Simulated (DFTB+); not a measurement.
**Run report: SnNH₄ClO₂, energy and gradient calculation**

The run: energy and gradient calculation of SnNH₄ClO₂. Method and program: GFN2-xTB, R-SCC, dispersion built in (DFTB+ 25.1).

The geometry comes from this level: GFN2-xTB.

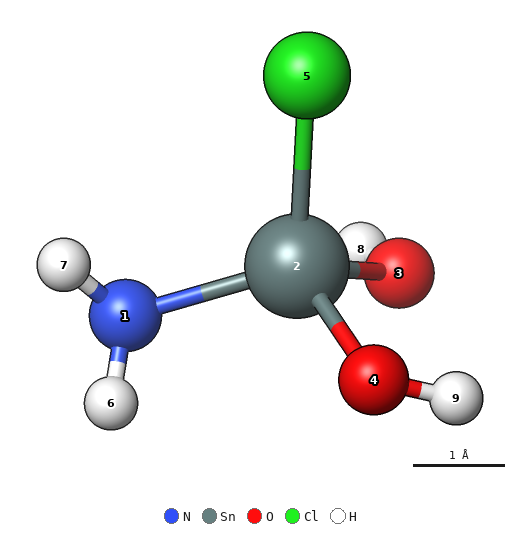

*The input geometry (ball-and-stick view, seen at a tilt; atoms are numbered from 1 in the order of the input). Sticks mark near contacts.*

## Input (dftb_in.hsd)
```
Geometry = GenFormat {
  9 C
  N Sn O Cl H
     1  1     -0.396550      0.314610     -1.634440
     2  2      0.213220      0.177010      0.278780
     3  3      1.039360     -1.540750      0.608520
     4  3     -1.273900      0.195670      1.511470
     5  4      1.692960      1.802400      0.828730
     6  5     -1.393900      0.133900     -1.695990
     7  5     -0.251530      1.248170     -2.004800
     8  5      1.561490     -1.888860     -0.113890
     9  5     -1.191150     -0.442150      2.221610
}

Hamiltonian = xTB {
  Method = "GFN2-xTB"
  Charge = 0
  SCCTolerance = 0.0001
}

Analysis = {
  PrintForces = Yes
}

Options = {
  WriteResultsTag = Yes
}

ParserOptions = {
  ParserVersion = 14
}
```

Hardware: 1 thread of Intel Xeon (Granite Rapids), 32 GiB of memory available, shared host.

Command:
```bash
dftb+ > run.log
```

## Output
```
|  DFTB+ development version (commit: a23bfb2)

Reading input file 'dftb_in.hsd'
Parser version: 14

--------------------------------------------------------------------------------

Processed input in HSD format written to 'dftb_pin.hsd'

Starting initialization...
--------------------------------------------------------------------------------
OpenMP threads:              1
Chosen random seed:          290527735
Current stacksize:           unlimited
Mode:                        Static calculation
Self consistent charges:     Yes
SCC-tolerance:                 0.100000E-03
Max. scc iterations:                    100
Shell resolved Hubbard:      Yes
Spin polarisation:           No
Nr. of up electrons:            16.000000
Nr. of down electrons:          16.000000
Periodic boundaries:         No
Electronic solver:           Relatively robust
Mixer:                       Broyden mixer
Mixing parameter:                  0.200000
Nr. of chrg. vec. in memory:            100
Max. SCC-cycles:                        100
tblite library version:      0.3.0
-> parametrization:          GFN2-xTB
-> repulsion:                Yes
-> dispersion:               Yes
-> halogen bonding:          No
-> electrostatics:           Yes
   -> isotropic:             Yes
   -> anisotropic:           Yes
   -> third-order:           Yes
Electronic temperature:              0.950045E-03 H      0.258520E-01 eV
Initial charges:             Set automatically (system chrg:   0.000E+00)
Included shells:             N:  s, p
                            Sn:  s, p, d
                             O:  s, p
                            Cl:  s, p, d
                             H:  s
Extra options:
                             Mulliken analysis
                             Force calculation
Force type                   original

--------------------------------------------------------------------------------

***  Geometry step: 0

 iSCC Total electronic   Diff electronic      SCC error
    1   -0.19448249E+02    0.00000000E+00    0.11806318E+01
    2   -0.19800319E+02   -0.19448249E+02    0.89688934E+00
    3   -0.19828668E+02   -0.35206981E+00    0.42396383E+00
    4   -0.19834713E+02   -0.28349112E-01    0.19629147E+00
    5   -0.19836645E+02   -0.60451270E-02    0.12714256E+00
    6   -0.19836861E+02   -0.19321168E-02    0.61548512E-01
    7   -0.19837628E+02   -0.21524204E-03    0.47455236E-01
    8   -0.19838979E+02   -0.76680692E-03    0.21272617E-01
    9   -0.19839418E+02   -0.13519951E-02    0.75295264E-02
   10   -0.19839383E+02   -0.43806412E-03    0.48464218E-02
   11   -0.19839407E+02    0.34318846E-04    0.36288147E-02
   12   -0.19839422E+02   -0.23641581E-04    0.12816332E-02
   13   -0.19839441E+02   -0.15116836E-04    0.14633748E-02
   14   -0.19839438E+02   -0.19088242E-04    0.27241102E-03
   15   -0.19839440E+02    0.29611664E-05    0.25664816E-03
   16   -0.19839441E+02   -0.23615027E-05    0.14343036E-03
   17   -0.19839441E+02   -0.59688617E-07    0.11463620E-03
   18   -0.19839440E+02   -0.73883552E-06    0.31458423E-04

Total Energy:                      -19.7643389806 H         -537.8150 eV
Extrapolated to 0K:                -19.7643389806 H         -537.8150 eV
Total Mermin free energy:          -19.7643389806 H         -537.8150 eV
Force related energy:              -19.7643389806 H         -537.8150 eV

--------------------------------------------------------------------------------
--------------------------------------------------------------------------------
SCC                                    +       0.01 ( 84.1%)       0.02 ( 91.3%)
--------------------------------------------------------------------------------
Missing                                +       0.00 ( 15.9%)       0.00 (  8.7%)
Total                                  =       0.02 (100.0%)       0.02 (100.0%)
--------------------------------------------------------------------------------
```

## File detailed.out
```
Fermi distribution function

Calculation with static geometry

********************************************************************************
 iSCC Total electronic   Diff electronic      SCC error
   18   -0.19839440E+02   -0.73883552E-06    0.31458423E-04
********************************************************************************

 Total charge:    -0.00000000

 Atomic gross charges (e)
 Atom           Charge
    1      -0.37390567
    2       0.49057858
    3      -0.48929399
    4      -0.48250823
    5      -0.14862980
    6       0.18814098
    7       0.17875200
    8       0.31463752
    9       0.32222861

Nr. of electrons (up):     32.00000000
Atom populations (up)
 Atom       Population
    1       5.37390567
    2       3.50942142
    3       6.48929399
    4       6.48250823
    5       7.14862980
    6       0.81185902
    7       0.82124800
    8       0.68536248
    9       0.67777139

l-shell populations (up)
 Atom Sh.   l       Population
    1   1   0       1.41183563
    1   2   1       3.96207004
    2   1   0       1.76073822
    2   2   1       1.17930068
    2   3   2       0.56938253
    3   1   0       1.73588205
    3   2   1       4.75341194
    4   1   0       1.73354868
    4   2   1       4.74895955
    5   1   0       1.97437672
    5   2   1       5.17299846
    5   3   2       0.00125462
    6   1   0       0.81185902
    7   1   0       0.82124800
    8   1   0       0.68536248
    9   1   0       0.67777139

Orbital populations (up)
 Atom Sh.   l   m       Population  Label
    1   1   0   0       1.41183563  s
    1   2   1  -1       1.37718579  p_y
    1   2   1   0       1.28727371  p_z
    1   2   1   1       1.29761054  p_x
    2   1   0   0       1.76073822  s
    2   2   1  -1       0.37367227  p_y
    2   2   1   0       0.42862444  p_z
    2   2   1   1       0.37700396  p_x
    2   3   2  -2       0.11979198  d_xy
    2   3   2  -1       0.08126977  d_yz
    2   3   2   0       0.13132822  d_z2
    2   3   2   1       0.15989970  d_xz
    2   3   2   2       0.07709286  d_x2-y2
    3   1   0   0       1.73588205  s
    3   2   1  -1       1.50784712  p_y
    3   2   1   0       1.55998036  p_z
    3   2   1   1       1.68558446  p_x
    4   1   0   0       1.73354868  s
    4   2   1  -1       1.66280127  p_y
    4   2   1   0       1.48484234  p_z
    4   2   1   1       1.60131593  p_x
    5   1   0   0       1.97437672  s
    5   2   1  -1       1.63707738  p_y
    5   2   1   0       1.85956764  p_z
    5   2   1   1       1.67635344  p_x
    5   3   2  -2       0.00017483  d_xy
    5   3   2  -1       0.00015375  d_yz
    5   3   2   0       0.00027964  d_z2
    5   3   2   1      -0.00011371  d_xz
    5   3   2   2       0.00076011  d_x2-y2
    6   1   0   0       0.81185902  s
    7   1   0   0       0.82124800  s
    8   1   0   0       0.68536248  s
    9   1   0   0       0.67777139  s

Fermi level:                        -0.3581194178 H           -9.7449 eV
Band energy:                       -18.4207610780 H         -501.2544 eV
TS:                                  0.0000000000 H            0.0000 eV
Band free energy (E-TS):           -18.4207610780 H         -501.2544 eV
Extrapolated E(0K):                -18.4207610780 H         -501.2544 eV
Input / Output electrons (q):     32.0000000000     32.0000000000

Energy H0:                         -19.8881997199 H         -541.1854 eV
Energy SCC:                          0.0487597792 H            1.3268 eV
Total Electronic energy:           -19.8394399408 H         -539.8586 eV
Repulsive energy:                    0.0809561509 H            2.2029 eV
Total energy:                      -19.7643389806 H         -537.8150 eV
Extrapolated to 0:                 -19.7643389806 H         -537.8150 eV
Total Mermin free energy:          -19.7643389806 H         -537.8150 eV
Force related energy:              -19.7643389806 H         -537.8150 eV

Non-constrained calculation

SCC converged

Total Forces
    1     -0.000051702217      0.000096202612     -0.000074736966
    2     -0.000091648350     -0.000109813800     -0.000044802509
    3     -0.000158443325      0.000038958472      0.000064326975
    4     -0.000021700742      0.000209723857     -0.000244974245
    5      0.000067535591      0.000056685400      0.000023415329
    6      0.000171044284      0.000027752819     -0.000016802542
    7     -0.000105181639     -0.000107043294      0.000092860560
    8      0.000120131947     -0.000031335543     -0.000054878540
    9      0.000069964451     -0.000181130523      0.000255591939

Maximal derivative component:        0.255592E-03 au

Dipole moment:   -0.31346364   -0.21153736   -0.72819593 au
Dipole moment:   -0.79674517   -0.53767439   -1.85088959 Debye
```

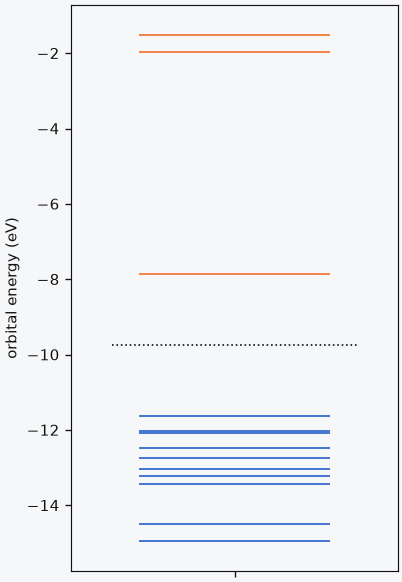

*Orbital energies near the frontier; the dotted line parts filled from empty levels, and levels within 0.02 eV of each other stand side by side.*

Highest filled −11.63 eV, lowest empty −7.86 eV, 3.77 eV apart.

## Summary

- outcome: converged
- Mermin free energy: −19.764339 hartree
- basis functions: 34
- largest force: 0.017 eV/Å
- HOMO: −11.63 eV
- LUMO: −7.86 eV
- dipole moment: 2.09 D
- peak memory: 0.072 GiB

## Notes

Settings chosen away from the usual ones: scf_conv.
